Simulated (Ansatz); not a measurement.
F3HSi···H2···HF

Input file:

```
crystal:
  periodic: [false, false, false]
  atoms:
    - {symbol: Si, position_ang: [-0.767824, 0.590519, -1.141714]}
    - {symbol: H, position_ang: [-0.666255, -1.482572, 1.676733]}
    - {symbol: F, position_ang: [-0.789370, -0.922217, -1.555733]}
    - {symbol: F, position_ang: [-1.857217, 0.838442, -0.040409]}
    - {symbol: H, position_ang: [-0.972314, 1.460904, -2.295387]}
    - {symbol: H, position_ang: [1.910617, 0.223941, 0.726469]}
    - {symbol: F, position_ang: [0.649455, 0.891649, -0.493639]}
    - {symbol: H, position_ang: [0.067014, -1.376215, 1.774081]}
    - {symbol: F, position_ang: [2.425794, -0.224350, 1.349698]}
basis:
  gaussian: {orbitals: def2-TZVPP}
hamiltonian: {xc: pbe0, dispersion: d4}
output: {orbitals: {seedname: orbitals}}
```

Command:

```sh
ansatz run in.yaml --threads 4 --pin off --events-out ev --progress --plain --max-ram 9574MiB
```

The product side of a reaction path; geometry: PBE0-D4/def2-TZVP.

These are results of RKS PBE0-D4/def2-TZVPP in Ansatz, not measurements.

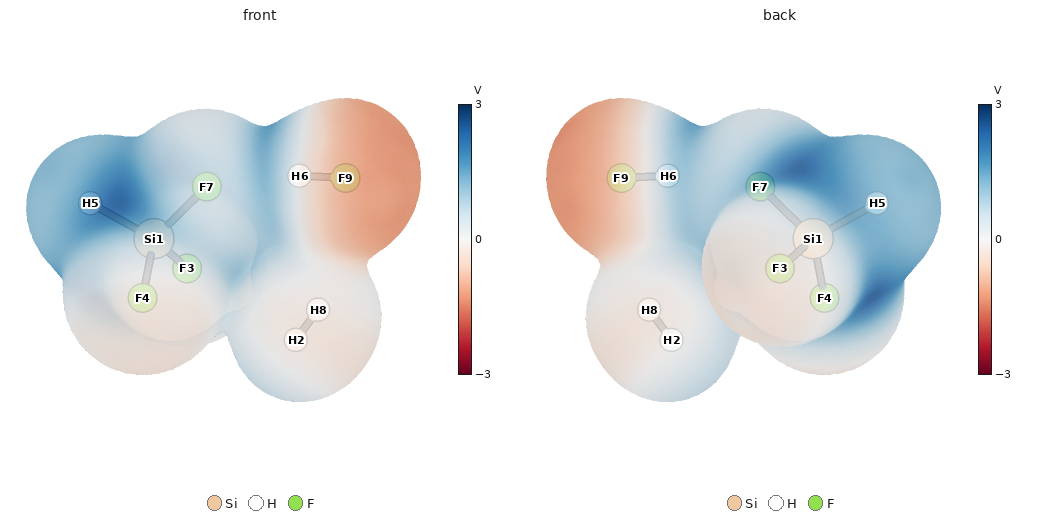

Figure 1. The electrostatic potential painted on the density surface at 0.002 e/bohr³, seen from the front and from behind; red is negative and blue positive.

Question: Where is the surface potential most negative and most positive?

Answer: The most negative region (about −1.3 V) lies over F9, the most positive (about +2.5 V) over Si1.

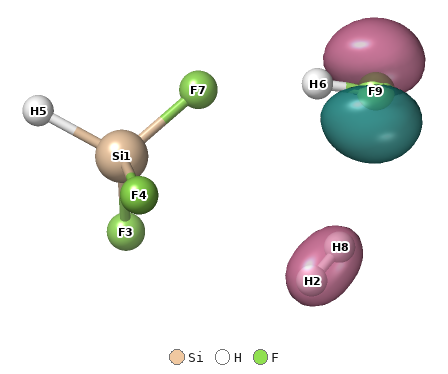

Figure 2. The HOMO at ±0.2 Å⁻³ᐟ² (teal and pink are the two phases), seen at a tilt.

Question: What is the character of this orbital?

Answer: By Hirshfeld shares it lies mainly on F9 (about 80 %), H2 (about 5 %) and H8 (about 5 %); largely a lone pair of F9. Its energy is −11.20 eV.

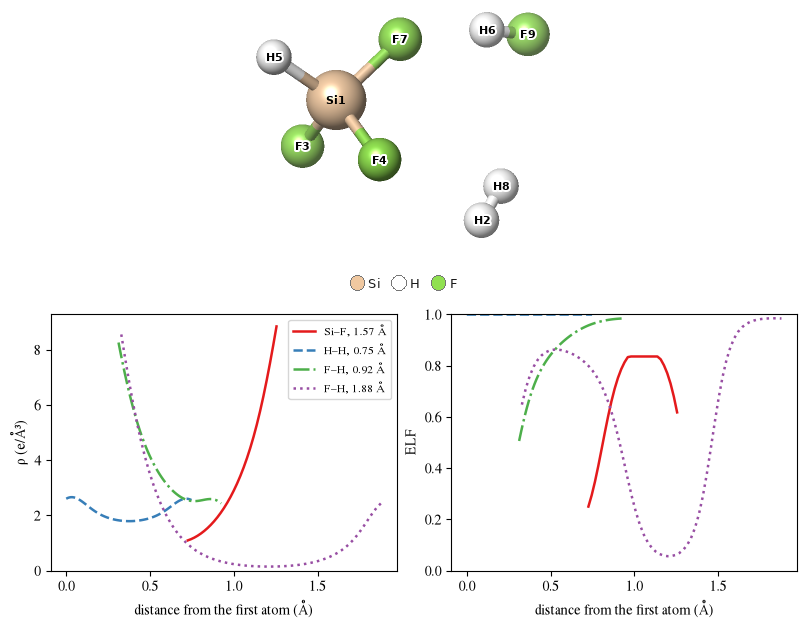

Figure 3. Total electron density and electron localisation function along straight lines between neighbouring atoms. The curves leave out the atomic cores. The structure is drawn too.

Question: What can be read from the curves?

Answer: Si–F (1.57 Å): the density is about 1.3 e/Å³ at the midpoint; the ELF peaks at about 0.85 in the valence shell of F, 0.6 Å from its nucleus, and is about 0.40 at the midpoint.
H–H (0.75 Å): ρ at the midpoint is about 1.8 e/Å³; the ELF is about 1 at the midpoint.
F–H (0.92 Å): ρ is about 4.7 e/Å³ halfway; the ELF climbs to about 1 towards the hydrogen, as it does in any bond to H: an ordinary covalent bond to hydrogen.
F7···H6 (1.88 Å): the density falls to about 0.15 e/Å³ on the way; the ELF dips to about 0.05 between them (by its geometry a hydrogen bond between the two molecules, with no shared pair).

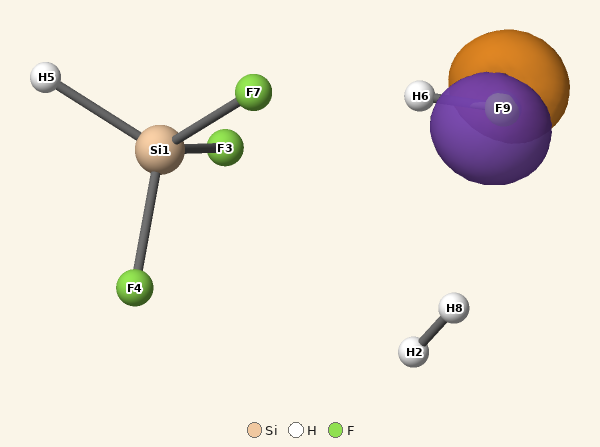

Figure 4. The HOMO−1 at ±0.3 Å⁻³ᐟ² (orange and purple are the two phases), seen at a tilt.

Question: Where does this orbital lie, and at what energy?

Answer: Its weight (Hirshfeld) is mainly on F9 (about 95 %); largely a lone pair of F9. Its energy is −11.28 eV.
